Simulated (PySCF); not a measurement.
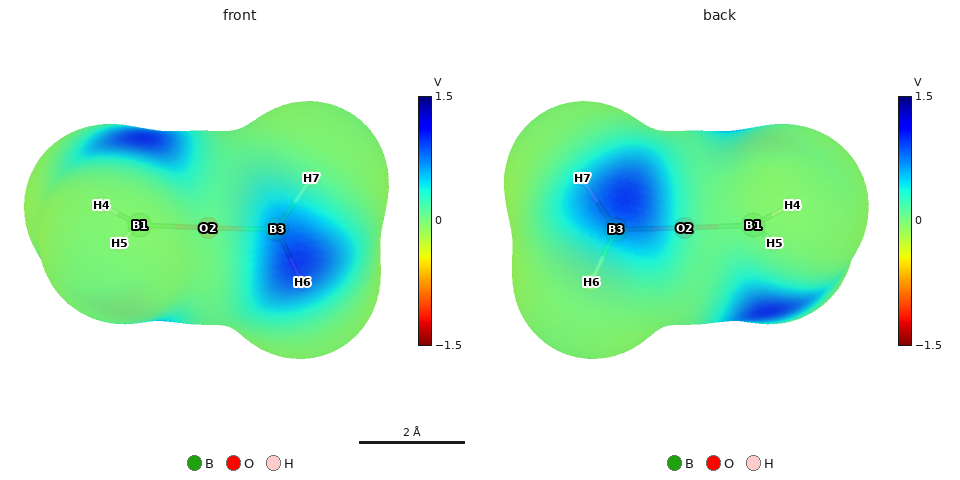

B2H4O (SMILES BOB). The molecular electrostatic potential painted on the density surface at 0.001 e/bohr³, seen from the front and from behind; the colour scale runs from red (negative) to blue (positive).

Geometry: PBE0-D3(BJ)/def2-SVP.

Computed with PySCF, PBE0/pcSseg-1, SCF density, gas phase, non-relativistic.

```csv
atom,x (Å),y (Å),z (Å)
B,1.2516,-0.2231,-0.3380
O,0.0158,0.0024,0.1086
B,-1.2235,0.1994,0.5595
H,1.4271,-1.1281,-1.1212
H,2.1466,0.4873,0.0582
H,-1.9453,0.9550,-0.0492
H,-1.5738,-0.3851,1.5589
```

Question: Describe the electrostatic potential map.

Answer: The most negative region (about −0.1 V) lies over H4, H5, H6 and H7, the most positive (about +1.0 V, or +23 kcal/mol for a unit charge) over B1 and B3.

Question: What dipole moment does the calculation give?

Answer: Its dipole moment is zero.
